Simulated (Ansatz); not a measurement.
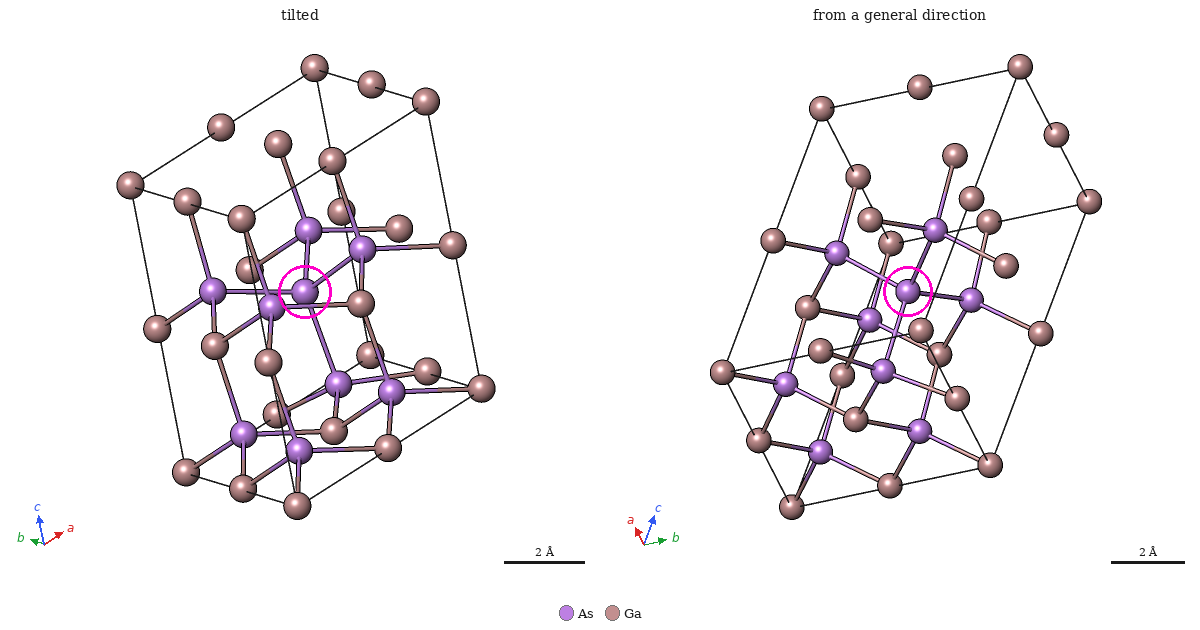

Crystal structure, ball-and-stick style, seen slightly off an axis and from a general direction. The lines enclose the supercell; boundary atoms appear with their images. The host is GaAs, in a cell of 16 sites, and the cell is neutral. A ring marks the defect's site.

Q: How does this supercell depart from the perfect host?

A: Arsenic on a gallium site (an antisite). It is bonded to four As in a tetrahedral arrangement at about 2.5 Å.

The atoms were relaxed in the host's cell with DFT LDA, scalar-relativistic, plane waves, PAW in Ansatz 0.2.0.
